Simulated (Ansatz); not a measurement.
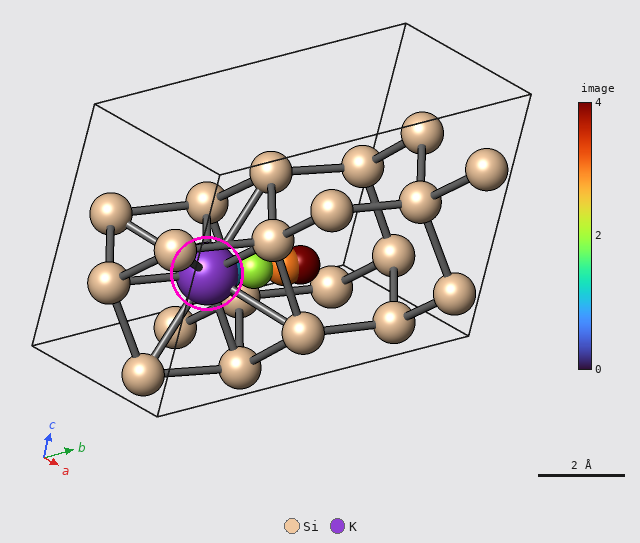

NEB run on a defect cell of composition KSi$_{16}$ (cell charge +1) (17 atoms in the cell). Images are numbered from 0 (start) to 4 (end). The start is drawn whole; smaller spheres mark the moving atoms (K) in the later images, joined by lines and coloured by the number of the image. The picture is a ball-and-stick view of the reduced simulation cell (origin moved), seen slightly off an axis. The moving atom is ringed, with any periodic copies. Lengths and directions refer to the drawn axes. Bonds to atoms that aren't drawn are left out.

These are results of DFT PBE, scalar-relativistic, plane waves, PAW (Ansatz), not measurements. Set-up: plane-wave cutoff 420 eV; k-point mesh 2 × 2 × 2; Gaussian smearing 0.02 eV; 3 movable images; climbing image.

Describe the path and its energy.

Answer. The K atom travels furthest, 2.37 Å from end to end, along [−1 3 −1], on a straight line. At the highest image its nearest neighbour (Si) is 2.53 Å away, against 2.50 Å at the start, and the surrounding atoms stand up to 0.40 Å off the mean of their end positions. The two ends have the same energy, and the highest point, image 2, lies 1.64 eV above the start. The band is converged.

Limits of the set-up: the periodic images lie only 7.7 Å apart, so the values are limited by the cell's size; the cell is charged, on a uniform background, and energies carry no finite-size correction.

The run took 13 s on 8 threads of Intel(R) Xeon(R) 6975P-C (Granite Rapids), on a shared host, peak memory 1.6 GiB.
